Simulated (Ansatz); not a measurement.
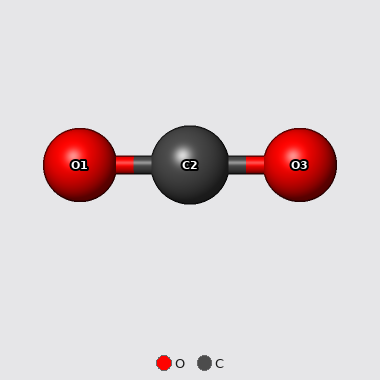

The system is CO2, SMILES O=C=O; the picture shows the reference structure. The first coordinate is: angle O1–C2–O3 (carried through 180); the second: change of the bonds C2–O1, C2–O3, all alike. Nothing is relaxed (all other coordinates rigid). The scan uses a 15 × 15 grid; 120 points were computed and 105 follow by symmetry. Points are written as (first, second). Energies are in kJ/mol, from the lowest grid point. Method: RKS PBE0-D4/def2-TZVP (Ansatz).

Its coordinates:

```xyz
3

O     0.3717   -1.0919    0.0883
C     0.0000    0.0000    0.0000
O    -0.3717    1.0919   -0.0883
```

Range: angle O1–C2–O3 (carried through 180) from 140.0 to 220.0°; change of the bonds C2–O1, C2–O3, all alike from −0.127 to 0.197 Å.

**Predict the map.**

The lowest grid point is at (180.0°, 0.012 Å). It is the only kind of minimum in the scanned range. The highest grid point, (140.0°, −0.127 Å), lies 424 kJ/mol above the lowest. Round the minimum the two coordinates are nearly uncoupled.

```csv
"second ↓, first →",140.0,145.7,151.4,157.1,162.9,168.6,174.3,180.0,185.7,191.4,197.1,202.9,208.6,214.3,220.0
0.197,350,329,313,300,289,282,278,277,278,282,289,300,313,329,350
0.174,304,282,265,251,240,232,228,226,228,232,240,251,265,282,304
0.150,260,237,218,203,191,183,178,177,178,183,191,203,218,237,260
0.127,222,197,177,161,148,139,134,133,134,139,148,161,177,197,222
0.104,189,162,140,123,110,100,95,93,95,100,110,123,140,162,189
0.081,161,133,109,91,76,67,61,59,61,67,76,91,109,133,161
0.058,141,110,85,65,50,39,33,31,33,39,50,65,85,110,141
0.035,128,95,68,47,31,20,13,11,13,20,31,47,68,95,128
0.012,125,90,61,39,21,9,2,0,2,9,21,39,61,90,125
−0.012,134,96,66,42,23,10,3,0,3,10,23,42,66,96,134
−0.035,156,116,83,57,37,24,16,13,16,24,37,57,83,116,156
−0.058,194,150,116,88,67,52,44,41,44,52,67,88,116,150,194
−0.081,249,203,166,136,114,98,89,86,89,98,114,136,166,203,249
−0.104,325,276,236,204,180,164,154,151,154,164,180,204,236,276,325
−0.127,424,372,330,296,270,253,242,239,242,253,270,296,330,372,424
```

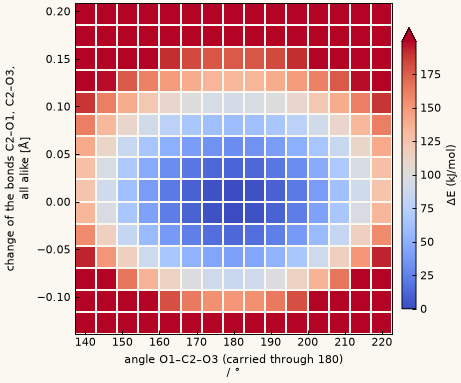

Drawn: one coloured cell a grid point, one colour for all values above the top of the scale.

Each point was launched as `ansatz run input.yaml --threads 1 --pin off --max-ram 2560MiB --backend cpu --events-out ev --progress --plain --runs-dir out`. The whole map (120 points run) took 110 s on 1 thread of Arm Neoverse V2, on a shared host.
